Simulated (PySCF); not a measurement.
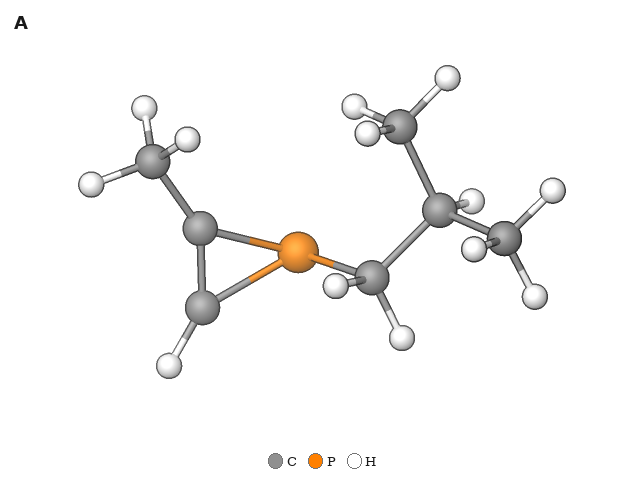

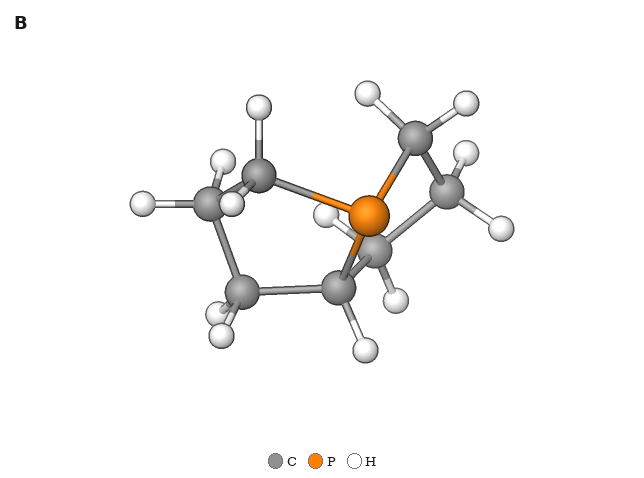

2 stationary structures of one formula. Geometries: GFN2-xTB. Electronic energies: PBE0/pcSseg-1 (PySCF 2.14.0), without zero-point energy. No frequency run is at hand to confirm each as a minimum. Each is one conformer, not always the lowest.

> Rank them by energy, lowest first.

B is lowest; A lies 2.142 eV above it. A is `CC1=CP1CC(C)C`, B is `C1CC2CCCP2C1`.

The geometry is semi-empirical. Around P such bond lengths and angles can be off by a tenth of an ångström or more and by several degrees, and values that hang on the shape move with them.
